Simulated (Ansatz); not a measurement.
# Molybdenum, simple cubic under BLYP: from relaxation to bulk modulus

The plan for molybdenum in the simple cubic structure: relax it, solve it on a dense k-mesh, then scale the cell to 7 volumes from 88 to 112 % of the relaxed one and try a fit of the equation of state. Spin polarisation is left out. The k-meshes are 12×12×12 for the relaxation; 19×19×19 for the dense run; 13×13×13 for the volumes.

This is Mo in the simple cubic structure; at room conditions it is bcc.

Computed with Ansatz 0.2.0 (DFT BLYP, plane waves (420 eV) with PAW, scalar-relativistic; PBE-made PAW files, unless a step says otherwise).

### Step 1. The system as given

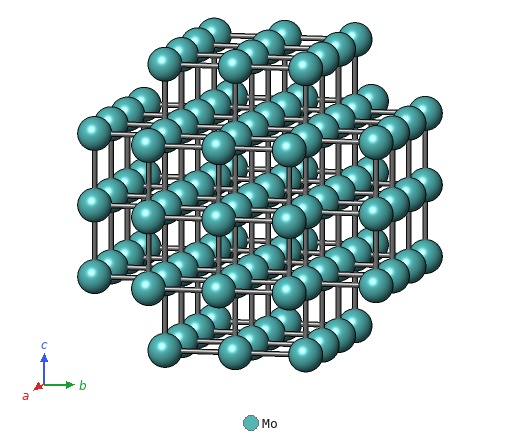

Start, viewed slightly off an axis; molybdenum teal. 3×2×2 cells are drawn. Any atoms on the faces are drawn again on the opposite ones, and bonded neighbours outside are added.

Structure file:

```cif
data_structure
_symmetry_space_group_name_H-M 'Pm-3m'
_symmetry_Int_Tables_number 221
_cell_length_a 2.5629
_cell_length_b 2.5629
_cell_length_c 2.5629
_cell_angle_alpha 90.000
_cell_angle_beta 90.000
_cell_angle_gamma 90.000
_cell_volume 16.83
loop_
_atom_site_label
_atom_site_type_symbol
_atom_site_symmetry_multiplicity
_atom_site_Wyckoff_symbol
_atom_site_fract_x
_atom_site_fract_y
_atom_site_fract_z
_atom_site_occupancy
Mo1 Mo 1 a 0.00000 0.00000 0.00000 1
```

### Step 2. Geometry optimisation

The input, input.yaml:

```yaml
crystal:
  lattice:
    - [2.5629259694, 0.0, 0.0]
    - [0.0, 2.5629259694, 0.0]
    - [0.0, 0.0, 2.5629259694]
  atoms:
    - { symbol: Mo, position: [0.0, 0.0, 0.0] }
hamiltonian:
  xc: blyp
  pseudopotentials:
    kind: paw
    azcp:
      Mo: "pseudopotentials/Mo.paw.azcp"
basis:
  ecutwfc: 420
  fft_grid_basis: typed
kpoints:
  mp_grid: { grid: [12, 12, 12], shift: [0, 0, 0] }
magnetization:
  spin_polarized: false
scf:
  occupations: { method: fermi_dirac, width: 0.1 }
relax:
  max_steps: 60
  f_tol: 0.01
  cell: {}
```

The run is started by

```console
$ ansatz run input.yaml --threads 2 --pin off --max-ram 5120MiB --backend cpu --events-out ev --progress --plain --runs-dir out
```

Log:

```text
Warning: RAYON_NUM_THREADS=2 ignored (pool sized by the plan → 2); use --threads N
Engine: ansatz 0.2.0, aarch64-unknown-linux-gnu
Pseudopotentials: kind: paw
Pseudopotential: Mo, paw, valence charge 14, recommended cutoff 420 eV (normal), <dir>
Functional definition: BLYP
  parameter beta = 0.0042
  parameter a = 0.04918
  parameter b = 0.132
  parameter c = 0.2533
  parameter d = 0.349
  exchange = b88_x(beta = beta)
  correlation = lyp_c(a = a, b = b, c = c, d = d)
Crystal: 1 atoms, lattice volume = 16.835 Å³
Basis set: ecut = 420 eV, 341 PW (Γ), exchange–correlation on 36×36×36 points (8 copies of the dense FFT grid, shifted against one another)
Bands: 11, of which v1, the nominal top of the filled ones, is band 7 counted from 1 (6 counted from 0)
Symmetry: 48 space group operations
Space group: Pm-3m (ITA 221), of the structure as read, at distance tolerance 2.6e-5 Å
k-points: 84 of 1728
Non-local potential: Mo, projectors of the file, l = 0: 3, l = 1: 2, l = 2: 2, l = 3: 1
PAW form: soft (Blöchl's): semilocal exchange-correlation on the pseudo side does not see the compensation charge
PAW frozen core: Mo, regenerated for the run's functional, and the local potential with it (the file was generated under x = pbe(κ = 0.804, μ = 0.2195149727645171), c = pbe(β = 0.06672455060314922))
PAW one-centre angular grid: Mo, 590 points (default); XC on 64 Gauss nodes
Initial density: superposition of atomic densities (neutral atoms: chi_scale 0, normalization atom), corrected by the library's trained network
Initial wavefunctions: pseudopotential atomic-orbital guess
Functional: x = b88, c = lyp
SCF iter   1: F=—  HF=-4968.079891 eV  |F-HF|=—  |Δ(HF+E_count)|=         —  Δρ=1.03e-2  dr2=2.11e-2  ethr=1.77e-3  ⟨swp⟩=5.0  Hψ=5507  notcnv=0
preconditioner: auto → none  [metal: Δε(μ)=0.049 eV  Ē_g=7.552 eV  σ=0.100 eV  W_gap=0.12  n_scr=6 (ndim 8)  ℏωp=22.2 eV  f_vac=0.000  D(μ)=1.13/eV (n_scr^D=18)  sad-step TF]
SCF iter   2: F=—  HF=-4968.075279 eV  |F-HF|=—  |Δ(HF+E_count)|=   4.61e-3  Δρ=5.66e-3  dr2=6.61e-3  ethr=1.51e-4  ⟨swp⟩=1.0  Hψ=1596  notcnv=0
SCF iter   3: F=—  HF=-4968.073765 eV  |F-HF|=—  |Δ(HF+E_count)|=   1.51e-3  Δρ=5.67e-4  dr2=4.30e-5  ethr=4.72e-5  ⟨swp⟩=2.1  Hψ=1204  notcnv=0
SCF iter   4: F=—  HF=-4968.073790 eV  |F-HF|=—  |Δ(HF+E_count)|=   2.55e-5  Δρ=7.01e-5  dr2=3.49e-7  ethr=3.07e-7  ⟨swp⟩=2.6  Hψ=1565  notcnv=0
iter 5 did not close the SCF: its close was put off for the readings that it lacked (scf_convergence_deferred on its scf_iter line)
SCF iter   5: F=-4968.073791 eV  HF=-4968.073791 eV  |F-HF|=4.42e-8  |Δ(HF+E_count)|=   3.50e-7  Δρ=2.01e-5  dr2=5.18e-8  ethr=2.50e-9  ⟨swp⟩=2.0  Hψ=1526  notcnv=0
SCF iter   6: F=-4968.073791 eV  HF=-4968.073791 eV  |F-HF|=4.55e-12  |Δ(HF+E_count)|=   2.11e-8  Δρ=1.05e-6  dr2=9.89e-11  ethr=3.70e-10  ⟨swp⟩=2.3  Hψ=3245  notcnv=0
SCF 1 converged in 6 iterations: F = -4968.073791 eV  dr2 = 9.89e-11
relax step   1: F+E_penalty+E_count = -4968.07379065 eV  Δ(F+E_penalty+E_count) = +0.000e0 eV  max|allowed force component| = 0.000e0 eV/Å  Δτ_max = 0.0000 Å  P = +19.000 GPa  Ω = 16.835 Å³  (6 SCF iters, dr2 threshold 1.00e-7 eV, accepted)
Crystal: 1 atoms, lattice volume = 19.419 Å³
Basis set: ecut = 420 eV, 389 PW (Γ), exchange–correlation on 36×36×36 points (8 copies of the dense FFT grid, shifted against one another)
Initial density: handed on by an earlier stage of this run
Initial wavefunctions: those handed on with the density
iter 1 solved again at ethr=2.09e-5 eV; its pass at ethr=3.10e-3 eV (dr2=2.93e-3 eV) is discarded
SCF iter   1: F=—  HF=-4968.135817 eV  |F-HF|=—  |Δ(HF+E_count)|=         —  Δρ=6.40e-3  dr2=2.72e-3  ethr=2.09e-5  ⟨swp⟩=1.6  Hψ=7178  notcnv=0
preconditioner: auto → none  [metal: Δε(μ)=0.135 eV  Ē_g=6.494 eV  σ=0.100 eV  W_gap=0.30  n_scr=6 (ndim 8)  ℏωp=20.6 eV  f_vac=0.000  D(μ)=0.97/eV (n_scr^D=6)]
SCF iter   2: F=—  HF=-4968.137142 eV  |F-HF|=—  |Δ(HF+E_count)|=   1.32e-3  Δρ=3.00e-3  dr2=5.69e-4  ethr=1.94e-5  ⟨swp⟩=2.6  Hψ=1359  notcnv=0
SCF iter   3: F=—  HF=-4968.137768 eV  |F-HF|=—  |Δ(HF+E_count)|=   6.27e-4  Δρ=9.41e-4  dr2=8.54e-5  ethr=4.06e-6  ⟨swp⟩=2.5  Hψ=1307  notcnv=0
SCF iter   4: F=—  HF=-4968.137815 eV  |F-HF|=—  |Δ(HF+E_count)|=   4.72e-5  Δρ=7.01e-5  dr2=4.56e-7  ethr=6.10e-7  ⟨swp⟩=2.8  Hψ=1436  notcnv=0
SCF iter   5: F=-4968.137816 eV  HF=-4968.137816 eV  |F-HF|=1.70e-9  |Δ(HF+E_count)|=   5.46e-7  Δρ=4.83e-6  dr2=2.17e-9  ethr=7.14e-10  ⟨swp⟩=4.5  Hψ=3058  notcnv=0
SCF 2 converged in 5 iterations: F = -4968.137816 eV  dr2 = 2.17e-9
relax step   2: F+E_penalty+E_count = -4968.13781592 eV  Δ(F+E_penalty+E_count) = -6.403e-2 eV  max|allowed force component| = 0.000e0 eV/Å  Δτ_max = 0.0000 Å  P = -7.831 GPa  Ω = 19.419 Å³  energy of the carried Pulay correction = -3.985e-4 eV  (5 SCF iters, dr2 threshold 1.00e-7 eV, accepted)
Crystal: 1 atoms, lattice volume = 18.586 Å³
Basis set: ecut = 420 eV, 365 PW (Γ), exchange–correlation on 36×36×36 points (8 copies of the dense FFT grid, shifted against one another)
iter 1 solved again at ethr=1.53e-6 eV; its pass at ethr=3.10e-3 eV (dr2=2.14e-4 eV) is discarded
SCF iter   1: F=—  HF=-4968.161834 eV  |F-HF|=—  |Δ(HF+E_count)|=         —  Δρ=1.95e-3  dr2=2.16e-4  ethr=1.53e-6  ⟨swp⟩=2.6  Hψ=7188  notcnv=0
preconditioner: auto → none  [metal: Δε(μ)=0.043 eV  Ē_g=6.813 eV  σ=0.100 eV  W_gap=0.11  n_scr=6 (ndim 8)  ℏωp=21.1 eV  f_vac=0.000  D(μ)=1.01/eV (n_scr^D=6)]
SCF iter   2: F=—  HF=-4968.161961 eV  |F-HF|=—  |Δ(HF+E_count)|=   1.28e-4  Δρ=9.87e-4  dr2=5.73e-5  ethr=1.53e-6  ⟨swp⟩=1.0  Hψ=924  notcnv=0
SCF iter   3: F=—  HF=-4968.162028 eV  |F-HF|=—  |Δ(HF+E_count)|=   6.68e-5  Δρ=1.44e-4  dr2=3.97e-6  ethr=4.09e-7  ⟨swp⟩=2.3  Hψ=1264  notcnv=0
SCF iter   4: F=-4968.162027 eV  HF=-4968.162027 eV  |F-HF|=1.65e-8  |Δ(HF+E_count)|=   1.39e-6  Δρ=2.10e-5  dr2=3.61e-8  ethr=7.14e-10  ⟨swp⟩=2.8  Hψ=3806  notcnv=0
SCF 3 converged in 4 iterations: F = -4968.162027 eV  dr2 = 3.61e-8
relax step   3: F+E_penalty+E_count = -4968.16202675 eV  Δ(F+E_penalty+E_count) = -2.421e-2 eV  max|allowed force component| = 0.000e0 eV/Å  Δτ_max = 0.0000 Å  P = -1.183 GPa  Ω = 18.586 Å³  energy of the carried Pulay correction = -2.764e-4 eV  (4 SCF iters, dr2 threshold 1.00e-7 eV, accepted)
Crystal: 1 atoms, lattice volume = 18.446 Å³
iter 1 solved again at ethr=6.09e-8 eV; its pass at ethr=3.10e-3 eV (dr2=8.52e-6 eV) is discarded
SCF iter   1: F=—  HF=-4968.162510 eV  |F-HF|=—  |Δ(HF+E_count)|=         —  Δρ=3.42e-4  dr2=6.62e-6  ethr=6.09e-8  ⟨swp⟩=3.2  Hψ=6908  notcnv=0
preconditioner: auto → none  [metal: Δε(μ)=0.044 eV  Ē_g=6.870 eV  σ=0.100 eV  W_gap=0.11  n_scr=6 (ndim 8)  ℏωp=21.2 eV  f_vac=0.000  D(μ)=1.01/eV (n_scr^D=6)]
SCF iter   2: F=—  HF=-4968.162525 eV  |F-HF|=—  |Δ(HF+E_count)|=   1.53e-5  Δρ=1.71e-4  dr2=1.69e-6  ethr=4.73e-8  ⟨swp⟩=1.7  Hψ=1112  notcnv=0
SCF iter   3: F=—  HF=-4968.162527 eV  |F-HF|=—  |Δ(HF+E_count)|=   1.88e-6  Δρ=3.66e-5  dr2=2.07e-7  ethr=1.21e-8  ⟨swp⟩=2.5  Hψ=1334  notcnv=0
SCF iter   4: F=-4968.162527 eV  HF=-4968.162527 eV  |F-HF|=1.06e-9  |Δ(HF+E_count)|=   4.80e-8  Δρ=3.79e-6  dr2=1.22e-9  ethr=7.14e-10  ⟨swp⟩=4.0  Hψ=2947  notcnv=0
SCF 4 converged in 4 iterations: F = -4968.162527 eV  dr2 = 1.22e-9
relax step   4: F+E_penalty+E_count = -4968.16252678 eV  Δ(F+E_penalty+E_count) = -5.000e-4 eV  max|allowed force component| = 0.000e0 eV/Å  Δτ_max = 0.0000 Å  P = +0.101 GPa  Ω = 18.446 Å³  energy of the carried Pulay correction = -2.552e-4 eV  (4 SCF iters, dr2 threshold 1.00e-7 eV, accepted)
Crystal: 1 atoms, lattice volume = 18.457 Å³
iter 1 solved again at ethr=4.00e-10 eV; its pass at ethr=3.10e-3 eV (dr2=5.60e-8 eV) is discarded
SCF iter   1: F=—  HF=-4968.162517 eV  |F-HF|=—  |Δ(HF+E_count)|=         —  Δρ=2.65e-5  dr2=4.04e-8  ethr=4.00e-10  ⟨swp⟩=3.1  Hψ=6813  notcnv=0
preconditioner: auto → none  [metal: Δε(μ)=0.044 eV  Ē_g=6.866 eV  σ=0.100 eV  W_gap=0.11  n_scr=6 (ndim 8)  ℏωp=21.2 eV  f_vac=0.000  D(μ)=1.01/eV (n_scr^D=6)]
SCF iter   2: F=-4968.162529 eV  HF=-4968.162529 eV  |F-HF|=7.42e-9  |Δ(HF+E_count)|=   1.12e-5  Δρ=1.26e-5  dr2=9.11e-9  ethr=1.81e-10  ⟨swp⟩=2.8  Hψ=3280  notcnv=0
SCF 5 converged in 2 iterations: F = -4968.162529 eV  dr2 = 9.11e-9
relax step   5: F+E_penalty+E_count = -4968.16252851 eV  Δ(F+E_penalty+E_count) = -1.733e-6 eV  max|allowed force component| = 0.000e0 eV/Å  Δτ_max = 0.0000 Å  P = -0.002 GPa  Ω = 18.457 Å³  energy of the carried Pulay correction = -2.569e-4 eV  (2 SCF iters, dr2 threshold 2.53e-8 eV, accepted)
Initial wavefunctions: pseudopotential atomic-orbital guess (no wavefunctions were taken with the density)
iter 1 solved again at ethr=4.11e-8 eV; its pass at ethr=3.10e-3 eV (dr2=5.76e-6 eV) is discarded
SCF iter   1: F=—  HF=-4968.162788 eV  |F-HF|=—  |Δ(HF+E_count)|=         —  Δρ=2.14e-4  dr2=4.73e-7  ethr=4.11e-8  ⟨swp⟩=3.1  Hψ=8118  notcnv=0
preconditioner: auto → none  [metal: Δε(μ)=0.044 eV  Ē_g=6.865 eV  σ=0.100 eV  W_gap=0.11  n_scr=6 (ndim 8)  ℏωp=21.2 eV  f_vac=0.000  D(μ)=1.01/eV (n_scr^D=6)]
SCF iter   2: F=—  HF=-4968.162834 eV  |F-HF|=—  |Δ(HF+E_count)|=   4.69e-5  Δρ=1.07e-4  dr2=1.16e-7  ethr=3.38e-9  ⟨swp⟩=1.1  Hψ=954  notcnv=0
SCF iter   3: F=—  HF=-4968.162849 eV  |F-HF|=—  |Δ(HF+E_count)|=   1.44e-5  Δρ=3.89e-6  dr2=2.28e-9  ethr=8.30e-10  ⟨swp⟩=2.1  Hψ=1207  notcnv=0
SCF iter   4: F=—  HF=-4968.162849 eV  |F-HF|=—  |Δ(HF+E_count)|=   1.45e-9  Δρ=1.01e-6  dr2=3.50e-11  ethr=1.63e-11  ⟨swp⟩=2.2  Hψ=1454  notcnv=0
SCF iter   5: F=-4968.162849 eV  HF=-4968.162849 eV  |F-HF|=3.64e-12  |Δ(HF+E_count)|=  1.08e-10  Δρ=1.39e-7  dr2=1.33e-12  ethr=1.00e-12  ⟨swp⟩=5.0  Hψ=3393  notcnv=0
SCF 6 converged in 5 iterations: F = -4968.162849 eV  dr2 = 1.33e-12
relax step   6: F+E_penalty+E_count = -4968.16284891 eV  Δ(F+E_penalty+E_count) = -3.204e-4 eV  max|allowed force component| = 0.000e0 eV/Å  Δτ_max = 0.0000 Å  P = +0.019 GPa  Ω = 18.457 Å³  stress off target by 1.86e-2 GPa  SCF on the basis re-selected at this cell (its energy is not comparable with the rows above)  (5 SCF iters)
basis re-selected at this cell: Δ(F+E_penalty+E_count) = -3.204e-4 eV, ΔP = +0.020 GPa vs the last step (what re-selecting the basis moved, of the pressure what is left beyond the Pulay correction that the steps carried, after the strain that the cell walked since its last selection, with what the two solves' SCF thresholds leave and, on support functions, any second-order correction that the steps lacked; it is no measure of the basis error at this ecutwfc). This SCF's stress stands 1.86e-2 GPa from its target on what of the cell is left free (relax.cell.stress_tol is 5.00e-2 GPa) and its largest allowed force component is 0.00e0 eV/Å (relax.f_tol is 1.00e-2 eV/Å): within both
SCF converged after 5 iterations
Free energy (F): -4968.162849 eV
Harris-Foulkes:  -4968.162849 eV  (|F-HF|=3.64e-12)
Internal energy: -4968.129480 eV  (E = F + TS)
E sigma→0 (E₀):  -4968.146165 eV
Entropy (-TS):   -0.033369 eV (-33.369 meV/atom)
Fermi energy:    17.667402 eV
--- Per-component energies (eV) ---
  E_band       = -97.573244
  E_kinetic    = 440.808519
  E_local      = -966.805754  (includes V_loc(G=0)·N_el)
  E_nonlocal   = 145.064990
  E_hartree    = 325.540579
  E_xc         = -179.355402
  E_vxc        = -223.316769  (∫ρ·V_xc dr)
  E_paw        = -3218.404770  (= ΣΔE_a)
  E_vpaw       = -144.405457  (= ΣTr[D̂ρ^β])
  E_aug_tail   = 0.000032  (compensation charges beyond the density's cutoff)
  E_ewald      = -1515.066125
  E_core_change = 0.088450  (= ΣΔE_core)
  E_smearing   = -0.033369  (= −TS)
  E_closure    = 0.000000  (closes the sum)
  Σ components = -4968.162849   (vs F -4968.162849, Δ=0.00e0)
--- Forces (eV/Å), atoms counted from 1 ---
  atom   1  Mo    -0.00000000    -0.00000000     0.00000000
  max |Σ_I F_I| component: 1.10e-32 eV/Å
--- Stress (GPa, compression-positive) ---
        0.018649      -0.000000      -0.000000
        0.000000       0.018649       0.000000
       -0.000000       0.000000       0.018649
  P = ⅓ Tr σ = 0.0186 GPa (0.186 kbar)
--- Relaxed structure (5 steps of the walk, 5 accepted, 1 SCFs on fresh bases) ---
  F+E_penalty+E_count = -4968.16284891 eV   max|allowed force component| = 0.000e0 eV/Å   (the final SCF, on the basis selected at the relaxed cell)
  cell:  # Å, volume = 18.4567 Å³
    - [2.642720049738027, 2.5478448222622813e-34, 5.135813185032629e-34]
    - [2.3091097562392798e-33, 2.642720049738027, 0.0]
    - [1.5407439555097887e-33, 0.0, 2.642720049738027]
  atoms:
    - { symbol: Mo, position: [0.0, 0.0, 0.0] }
```

Wall time 3.6 s (2 threads of Arm Neoverse V1, shared host); peak memory 0.28 GiB.

The steps of the relaxation:

| step | energy change (meV/atom) | largest force (eV/Å) | pressure (GPa) | volume (Å³/atom) |
| --- | --- | --- | --- | --- |
| 1 | 0.00 | 0.0000 | 19.00 | 16.835 |
| 2 | -64.03 | 0.0000 | -7.83 | 19.419 |
| 3 | -88.24 | 0.0000 | -1.18 | 18.586 |
| 4 | -88.74 | 0.0000 | 0.10 | 18.446 |
| 5 | -88.74 | 0.0000 | 0.00 | 18.457 |
| 6 | -89.06 | 0.0000 | 0.02 | 18.457 |

Steps that repeat a cell are solved on a basis chosen anew, so their changes of energy are no gain of the relaxation.

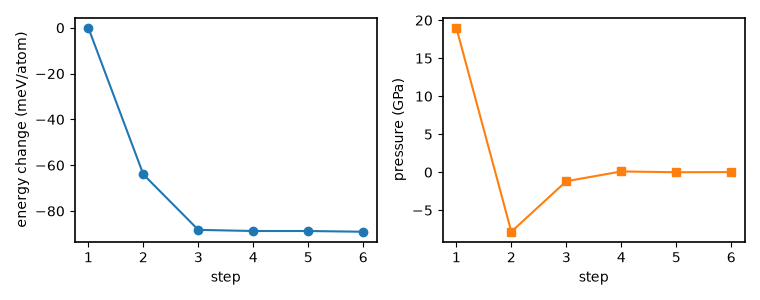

Energy and pressure over the accepted steps.

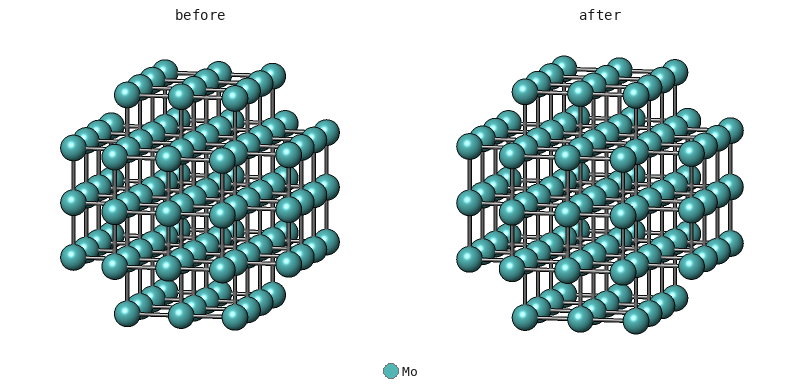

Before and after, at one scale. The cells drawn are those of the first picture.

Changes in the cell that was computed:

|  | before | after | change |
| --- | --- | --- | --- |
| a (Å) | 2.563 | 2.643 | +3.1 % |
| b (Å) | 2.563 | 2.643 | +3.1 % |
| c (Å) | 2.563 | 2.643 | +3.1 % |
| volume (Å³/atom) | 16.835 | 18.457 | +9.6 % |
| shortest distance (Å) | 2.563 | 2.643 | +3.1 % |
| space group (spins left aside) | Pm-3m | Pm-3m | same |

### Step 3. Dense single point

The input, input.yaml:

```yaml
crystal:
  lattice:
    - [2.6427200497, 0.0, 0.0]
    - [0.0, 2.6427200497, 0.0]
    - [0.0, 0.0, 2.6427200497]
  atoms:
    - { symbol: Mo, position: [0.0, 0.0, 0.0] }
hamiltonian:
  xc: blyp
  pseudopotentials:
    kind: paw
    azcp:
      Mo: "pseudopotentials/Mo.paw.azcp"
basis:
  ecutwfc: 420
  fft_grid_basis: typed
kpoints:
  mp_grid: { grid: [19, 19, 19], shift: [0, 0, 0] }
magnetization:
  spin_polarized: false
scf:
  occupations: { method: fermi_dirac, width: 0.1 }
```

The run is started by

```console
$ ansatz run input.yaml --threads 2 --pin off --max-ram 5120MiB --backend cpu --events-out ev --progress --plain --runs-dir out
```

Log, cut to the lines that bear on the results:

```text
Warning: RAYON_NUM_THREADS=2 ignored (pool sized by the plan → 2); use --threads N
[...]
Pseudopotentials: kind: paw
Pseudopotential: Mo, paw, valence charge 14, recommended cutoff 420 eV (normal), <dir>
Functional definition: BLYP
[...]
Crystal: 1 atoms, lattice volume = 18.457 Å³
Basis set: ecut = 420 eV, 365 PW (Γ), exchange–correlation on 36×36×36 points (8 copies of the dense FFT grid, shifted against one another)
Bands: 11, of which v1, the nominal top of the filled ones, is band 7 counted from 1 (6 counted from 0)
Symmetry: 48 space group operations
Space group: Pm-3m (ITA 221), of the structure as read, at distance tolerance 2.6e-5 Å
k-points: 220 of 6859
[...]
SCF iter   1: F=—  HF=-4968.162447 eV  |F-HF|=—  |Δ(HF+E_count)|=         —  Δρ=1.06e-2  dr2=2.64e-2  ethr=1.77e-3  ⟨swp⟩=5.0  Hψ=14431  notcnv=0
[...]
SCF iter   6: F=-4968.154905 eV  HF=-4968.154905 eV  |F-HF|=2.18e-11  |Δ(HF+E_count)|=   5.27e-9  Δρ=1.03e-6  dr2=1.68e-10  ethr=1.12e-10  ⟨swp⟩=1.0  Hψ=7281  notcnv=0
[...]
SCF converged after 6 iterations
Free energy (F): -4968.154905 eV
[...]
E sigma→0 (E₀):  -4968.133327 eV
Entropy (-TS):   -0.043156 eV (-43.156 meV/atom)
Fermi energy:    17.708800 eV
[...]
```

It took 1.3 s on 2 threads of Arm Neoverse V1, shared host; peak memory 0.3 GiB.

### Step 4. Equation of state: 88 %

The input, input.yaml:

```yaml
crystal:
  lattice:
    - [2.5324762646, 0.0, 0.0]
    - [0.0, 2.5324762646, 0.0]
    - [0.0, 0.0, 2.5324762646]
  atoms:
    - { symbol: Mo, position: [0.0, 0.0, 0.0] }
hamiltonian:
  xc: blyp
  pseudopotentials:
    kind: paw
    azcp:
      Mo: "pseudopotentials/Mo.paw.azcp"
basis:
  ecutwfc: 420
  fft_grid_basis: typed
kpoints:
  mp_grid: { grid: [13, 13, 13], shift: [0, 0, 0] }
magnetization:
  spin_polarized: false
scf:
  occupations: { method: fermi_dirac, width: 0.1 }
  lower_state_search: "off"
output:
  stress: true
```

The run is started by

```console
$ ansatz run input.yaml --threads 2 --pin off --max-ram 5120MiB --backend cpu --events-out ev --progress --plain --runs-dir out
```

Log, cut to the lines that bear on the results:

```text
Warning: RAYON_NUM_THREADS=2 ignored (pool sized by the plan → 2); use --threads N
[...]
Pseudopotentials: kind: paw
Pseudopotential: Mo, paw, valence charge 14, recommended cutoff 420 eV (normal), <dir>
Functional definition: BLYP
[...]
Crystal: 1 atoms, lattice volume = 16.242 Å³
Basis set: ecut = 420 eV, 305 PW (Γ), exchange–correlation on 36×36×36 points (8 copies of the dense FFT grid, shifted against one another)
Bands: 11, of which v1, the nominal top of the filled ones, is band 7 counted from 1 (6 counted from 0)
Symmetry: 48 space group operations
Space group: Pm-3m (ITA 221), of the structure as read, at distance tolerance 2.5e-5 Å
k-points: 84 of 2197
[...]
SCF iter   1: F=—  HF=-4968.012000 eV  |F-HF|=—  |Δ(HF+E_count)|=         —  Δρ=9.70e-3  dr2=1.88e-2  ethr=1.77e-3  ⟨swp⟩=5.0  Hψ=5510  notcnv=0
[...]
SCF iter   6: F=-4968.006761 eV  HF=-4968.006761 eV  |F-HF|=8.99e-10  |Δ(HF+E_count)|=   2.03e-8  Δρ=3.35e-6  dr2=1.27e-9  ethr=4.08e-10  ⟨swp⟩=2.3  Hψ=3297  notcnv=0
[...]
SCF converged after 6 iterations
Free energy (F): -4968.006761 eV
[...]
E sigma→0 (E₀):  -4967.995269 eV
Entropy (-TS):   -0.022984 eV (-22.984 meV/atom)
Fermi energy:    20.574087 eV
[...]
--- Stress (GPa, compression-positive) ---
       27.649159       0.000000       0.000000
        0.000000      27.649159       0.000000
        0.000000       0.000000      27.649159
  P = ⅓ Tr σ = 27.6492 GPa (276.492 kbar)
```

Wall time 1.2 s (2 threads of Arm Neoverse V1, shared host); peak memory 0.26 GiB.

[end of part 1 of 2]
